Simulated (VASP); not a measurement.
Band structure of Cd (space group P6_3/mmc). Computed with PBE GGA, VASP's PBE PAW potentials (set 64) (plane waves; VASP).

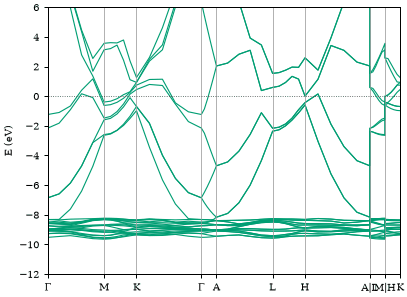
Bands along high-symmetry lines, zero at the valence-band maximum or, without a gap, the Fermi level

### Question
Read the plot: is there a gap, and where are the band edges?

### Answer
It has no gap at this level: it comes out as a metal or semimetal.

The structure was generated: Cd was put into an ordered model structure, which need not be its known phase. The cell was not relaxed at this level.
